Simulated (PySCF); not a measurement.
# TiO(OH)₂: singlet, from a trigonal planar start

The task is one start of a wider search on TiO(OH)₂: the singlet, from a trigonal planar start. It is relaxed, tested by its Hessian and followed downhill if it is a saddle.

Program: PySCF 2.14.0. Level of theory: PBE0, basis Ti def2-TZVP, O def2-TZVP, H def2-TZVP, no relativity, density fitting. These are calculated values, not measurements.

## (1) The system as given

6 atoms, charge 0, spin multiplicity 1.

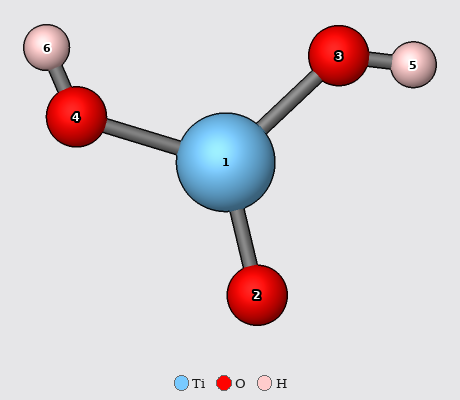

As it starts; titanium blue, oxygen red, hydrogen pink; atoms are numbered from 1 in the order of the file.

Coordinates in bohr (charge 0 multiplicity 1):
```
Ti    0.0000    0.0000    0.0000
O     3.2881    0.0000    0.0000
O    -1.8803    3.2568    0.0000
O    -1.8803   -3.2568    0.0000
H    -1.2599    4.9615    0.0000
H    -3.6668   -3.5718    0.0000
```

## (2) The SCF at the typed geometry

The steps below are one call of a driver around PySCF. For each, scf.py gives the equivalent set-up of the SCF; relaxations use the driver's own optimiser. After this first run the driver tries any further starts and a stability analysis.

Contents of scf.py:

```python
from pyscf import gto, scf, dft
mol = gto.M(atom='''
Ti     0.000000     0.000000     0.000000
O      1.740000     0.000000     0.000000
O     -0.995000     1.723400     0.000000
O     -0.995000    -1.723400     0.000000
H     -0.666700     2.625500     0.000000
H     -1.940400    -1.890100     0.000000''',
    basis={'Ti': 'def2-TZVP', 'O': 'def2-TZVP', 'H': 'def2-TZVP'},
    charge=0, spin=0)
mf = dft.RKS(mol, xc='PBE0')
mf.grids.atom_grid = (50, 194)
aux = {'Ti': 'def2-universal-JKFIT', 'O': 'def2-universal-JKFIT', 'H': 'def2-universal-JKFIT'}
mf = mf.density_fit(auxbasis=aux)
mf.conv_tol = 1e-08
mf.diis_space = 10
mf.max_cycle = 60
mf.init_guess = 'minao'
mf.verbose = 4
mf.kernel()
```

Command:

```sh
$ OMP_NUM_THREADS=4 python axn.py task.json out
```

The log of the run (excerpt; [...] marks lines left out):

```text
[... the frontier levels of the middle cycles are left out ...]
init E= -1075.6770768952
  HOMO = -0.451114997294294  LUMO = -0.155315373038503  gap/eV = 8.04912
cycle= 1 E= -1075.34528418828  delta_E= 0.332  |g|= 1.89  |ddm|= 2.35
  HOMO = -0.201508661402665  LUMO = -0.182358103652684  gap/eV = 0.52111
cycle= 2 E= -1052.6650282147  delta_E= 22.7  |g|= 10.7  |ddm|= 4.08
  HOMO = -0.164091757482775  LUMO = -0.127111953698949  gap/eV = 1.00627
cycle= 3 E= -1074.12970587814  delta_E= -21.5  |g|= 3.47  |ddm|= 3.12
cycle= 4 E= -1075.80231753559  delta_E= -1.67  |g|= 1.28  |ddm|= 1.12
cycle= 5 E= -1075.79824435123  delta_E= 0.00407  |g|= 1.35  |ddm|= 0.751
cycle= 6 E= -1076.07487384756  delta_E= -0.277  |g|= 0.413  |ddm|= 0.386
cycle= 7 E= -1076.09353739194  delta_E= -0.0187  |g|= 0.265  |ddm|= 0.201
cycle= 8 E= -1076.10624865159  delta_E= -0.0127  |g|= 0.0458  |ddm|= 0.109
cycle= 9 E= -1076.10663593508  delta_E= -0.000387  |g|= 0.00796  |ddm|= 0.0248
cycle= 10 E= -1076.10664960707  delta_E= -1.37e-05  |g|= 0.00233  |ddm|= 0.00534
cycle= 11 E= -1076.10665074446  delta_E= -1.14e-06  |g|= 0.000368  |ddm|= 0.0012
cycle= 12 E= -1076.10665079781  delta_E= -5.34e-08  |g|= 6.97e-05  |ddm|= 0.000389
cycle= 13 E= -1076.1066508039  delta_E= -6.09e-09  |g|= 3.46e-05  |ddm|= 0.000185
  HOMO = -0.318013893079327  LUMO = -0.132286185459952  gap/eV = 5.05391
Extra cycle  E= -1076.10665080382  delta_E= 8.5e-11  |g|= 5.84e-05  |ddm|= 5.97e-05
converged SCF energy = -1076.10665080382
```

This step, with its further starts and checks, needed 39 s of wall time on 4 threads of Arm Neoverse V1, shared host.

Energies from each starting density:

```
                      start   energy (Eh)
    the minimal-basis guess  -1076.106651
a thermally smeared density  -1076.106651
      a smeared PBE density  -1076.106651
```

No lower closed-shell solution turned up from the other starts or in the test of internal stability.

## (3) Relaxation: trigonal planar start, singlet

The program finds Cs symmetry in the start, which this walk keeps. Threshold on the gradient: 0.0003 Eh/bohr, with a further test on the energy change.

scf.py: that of step 2 with these lines changed.

```diff
@@ -3,6 +3,6 @@
-Ti     0.000000     0.000000     0.000000
-O      1.740000     0.000000     0.000000
-O     -0.995000     1.723400     0.000000
-O     -0.995000    -1.723400     0.000000
-H     -0.666700     2.625500     0.000000
-H     -1.940400    -1.890100     0.000000''',
+Ti     0.067650    -0.007567     0.000000
+O      1.807650    -0.007567     0.000000
+O     -0.927350     1.715833     0.000000
+O     -0.927350    -1.730967     0.000000
+H     -0.599050     2.617933     0.000000
+H     -1.872750    -1.897667     0.000000''',
@@ -18 +17,0 @@
-mf.init_guess = 'minao'
```

Steps of the walk:

```csv
step,energy (Eh),change (kJ/mol),largest symmetric gradient (Eh/bohr)
0,-1076.106651,0.00,0.10825
1,-1076.138709,-84.17,0.02614
2,-1076.143598,-97.00,0.02323
3,-1076.144107,-98.34,0.00152
4,-1076.144166,-98.50,0.00154
5,-1076.144226,-98.65,0.00062
6,-1076.144231,-98.67,0.00046
7,-1076.144251,-98.72,0.00082
8,-1076.144258,-98.74,0.00053
9,-1076.144260,-98.74,0.00015
```

The walk took 42 s.

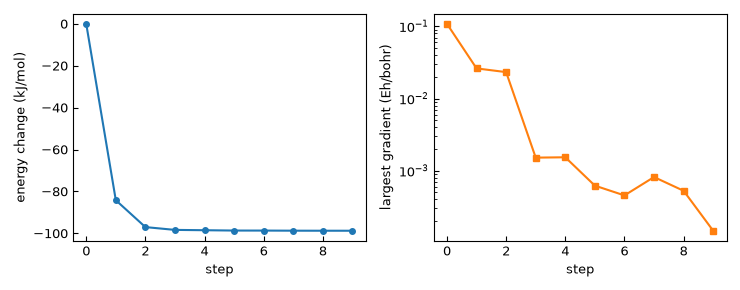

Energy and largest gradient along the walk.

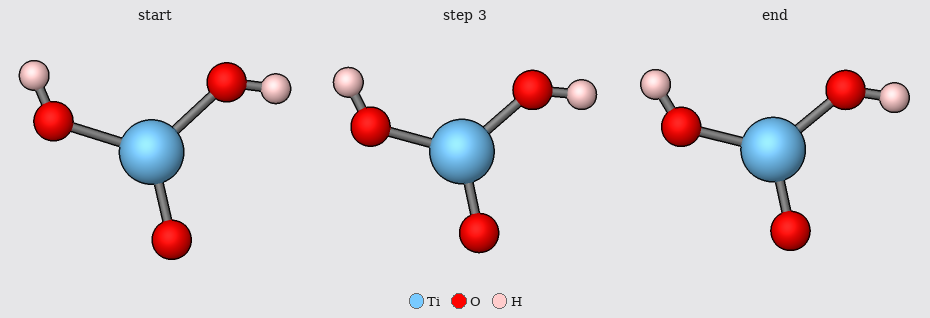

The geometry along the walk, at one scale.

After 9 steps and 98.7 kJ/mol it ends at Cs: O–H 0.958 Å (×2), Ti–O 1.605 Å, Ti–O 1.823 Å, Ti–O 1.834 Å; H–O–Ti 131.8°, H–O–Ti 134.8°, O–Ti–O 115.6°, O–Ti–O 117.5°, O–Ti–O 126.8°.

## (4) Hessian and properties

The point is checked on the finer grid, and tightened if its gradient asks for it. The Hessian and the dipole derivatives come from central differences of analytic gradients, with steps of 0.02 bohr.

scf.py: that of step 3 with these lines changed.

```diff
@@ -3,6 +3,6 @@
-Ti     0.067650    -0.007567     0.000000
-O      1.807650    -0.007567     0.000000
-O     -0.927350     1.715833     0.000000
-O     -0.927350    -1.730967     0.000000
-H     -0.599050     2.617933     0.000000
-H     -1.872750    -1.897667     0.000000''',
+Ti     0.030287     0.000428     0.000000
+O      1.635008    -0.027832     0.000000
+O     -0.789097     1.628499     0.000000
+O     -0.792258    -1.638252     0.000000
+H     -0.442893     2.521673     0.000000
+H     -1.699463    -1.943306     0.000000''',
@@ -12 +12 @@
-mf.grids.atom_grid = (50, 194)
+mf.grids.atom_grid = (75, 302)
@@ -15 +15 @@
-mf.conv_tol = 1e-08
+mf.conv_tol = 1e-10
```

This SCF starts from the last density.

Log of the central SCF (cycles and frontier levels):

```text
init E= -1076.14429547559
  HOMO = -0.314206683613837  LUMO = -0.0963167069061881  gap/eV = 5.92909
cycle= 1 E= -1076.14429547559  delta_E= 2.73e-12  |g|= 2.03e-06  |ddm|= 1.06e-06
  HOMO = -0.314206288863813  LUMO = -0.0963169604636195  gap/eV = 5.92907
Extra cycle  E= -1076.14429547558  delta_E= 7.5e-12  |g|= 7.32e-06  |ddm|= 3.58e-06
converged SCF energy = -1076.14429547558
```

The whole step took 3.8 min.

Geometry: Cs; O–H 0.958 Å (×2), Ti–O 1.605 Å, Ti–O 1.823 Å, Ti–O 1.834 Å; H–O–Ti 132.1°, H–O–Ti 135.2°, O–Ti–O 115.6°, O–Ti–O 117.7°, O–Ti–O 126.6°.

Modes, for the most abundant isotopes:

```json
{"symmetry": "a''", "ω (cm⁻¹)": "44", "IR (km/mol)": "44.1"}
{"symmetry": "a'", "ω (cm⁻¹)": "177", "IR (km/mol)": "28.9"}
{"symmetry": "a'", "ω (cm⁻¹)": "256", "IR (km/mol)": "12.6"}
{"symmetry": "a'", "ω (cm⁻¹)": "349", "IR (km/mol)": "113"}
{"symmetry": "a''", "ω (cm⁻¹)": "454", "IR (km/mol)": "138"}
{"symmetry": "a'", "ω (cm⁻¹)": "509", "IR (km/mol)": "126"}
{"symmetry": "a''", "ω (cm⁻¹)": "523", "IR (km/mol)": "195"}
{"symmetry": "a'", "ω (cm⁻¹)": "696", "IR (km/mol)": "74.5"}
{"symmetry": "a'", "ω (cm⁻¹)": "798", "IR (km/mol)": "268"}
{"symmetry": "a'", "ω (cm⁻¹)": "1085", "IR (km/mol)": "311"}
{"symmetry": "a'", "ω (cm⁻¹)": "3929", "IR (km/mol)": "179"}
{"symmetry": "a'", "ω (cm⁻¹)": "3940", "IR (km/mol)": "131"}
```

Every mode is real; the point is a minimum.

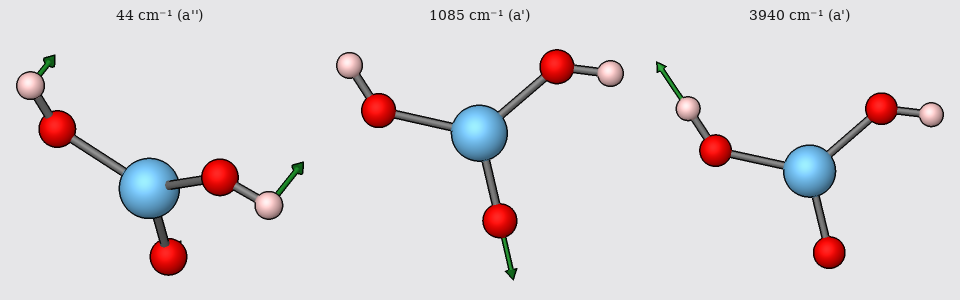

How the atoms move in 3 of the modes.

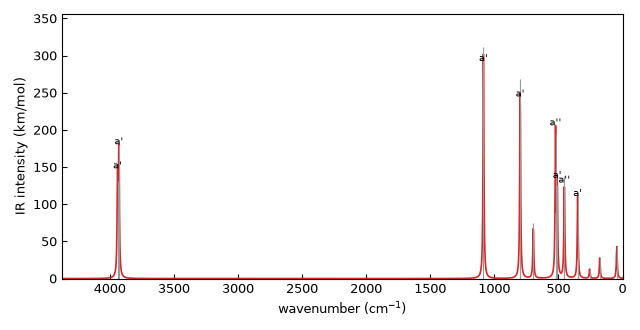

The harmonic infrared spectrum (widths in cm⁻¹). Lines are broadened to a width of 8 cm⁻¹ (Lorentzian).

Properties at this point:

| Quantity | Value |
| --- | --- |
| Dipole moment | 3.10 D |
| Highest occupied level | -8.55 eV |
| Lowest empty level | -2.62 eV |
| Rotational constants | 0.2561, 0.1762, 0.1044 cm⁻¹ |
| Zero-point energy | 76.3 kJ/mol |
| Principal polarisabilities | 24.8, 43.7, 46.8 bohr³ |
| Atomisation energy without zero-point energy | 2476 kJ/mol |
| Principal traceless quadrupole moments about the centre of mass | -10.39, 4.71, 5.69 D Å |
| Entropy at 298.15 K and 1 bar | 325.9 J/(mol K) |
| Heat capacity Cp at 298.15 K | 86.6 J/(mol K) |
| Enthalpy at 298.15 K above 0 K | 18.29 kJ/mol |
| Rotational symmetry number | 1 |

Charges (e) and bond orders:

```json
{"atom": "Ti1", "Mulliken": "1.41", "Löwdin": "0.52", "polar tensor": "2.30", "Mayer order to Ti1": "–"}
{"atom": "O2", "Mulliken": "-0.55", "Löwdin": "-0.23", "polar tensor": "-0.93", "Mayer order to Ti1": "2.13"}
{"atom": "O3", "Mulliken": "-0.75", "Löwdin": "-0.30", "polar tensor": "-0.98", "Mayer order to Ti1": "0.97"}
{"atom": "O4", "Mulliken": "-0.76", "Löwdin": "-0.31", "polar tensor": "-1.03", "Mayer order to Ti1": "0.92"}
{"atom": "H5", "Mulliken": "0.34", "Löwdin": "0.17", "polar tensor": "0.31", "Mayer order to Ti1": "0.02"}
{"atom": "H6", "Mulliken": "0.33", "Löwdin": "0.16", "polar tensor": "0.33", "Mayer order to Ti1": "0.03"}
```

Mulliken populations on Ti1: s 6.05, p 12.27, d 2.21, f 0.06.

## (5) Stability of the closed shell

At the lowest minimum the closed shell is tested against spin polarisation, on the (50, 194) grid. It is stable.

## (6) What came out

| quantity | value |
| --- | --- |
| minimum | singlet, Cs |
| geometry | O–H 0.958 Å (×2), Ti–O 1.605 Å, Ti–O 1.823 Å, Ti–O 1.834 Å; H–O–Ti 132.1°, H–O–Ti 135.2°, O–Ti–O 115.6°, O–Ti–O 117.7°, O–Ti–O 126.6° |
| wavenumbers (cm⁻¹) | 44 (a''), 177 (a'), 256 (a'), 349 (a'), 454 (a''), 509 (a'), 523 (a''), 696 (a'), 798 (a'), 1085 (a'), 3929 (a'), 3940 (a') |
| dipole moment | 3.10 D |
| highest occupied, lowest empty level | -8.55, -2.62 eV |
| polar-tensor charge of Ti1 | +2.30 e |
| zero-point energy | 76.3 kJ/mol |
| entropy at 298.15 K | 325.9 J/(mol K) |
| atomisation energy (no zero-point energy) | 2476 kJ/mol |

**Reading.** The trigonal planar start keeps its Cs symmetry and ends in a minimum. In the infrared the band at 1085 cm⁻¹ (a') leads. Only this shape and spin were tried, so other structures or states may lie lower.

The search up to here needed 5.3 min of wall time on 4 threads of Arm Neoverse V1, shared host.
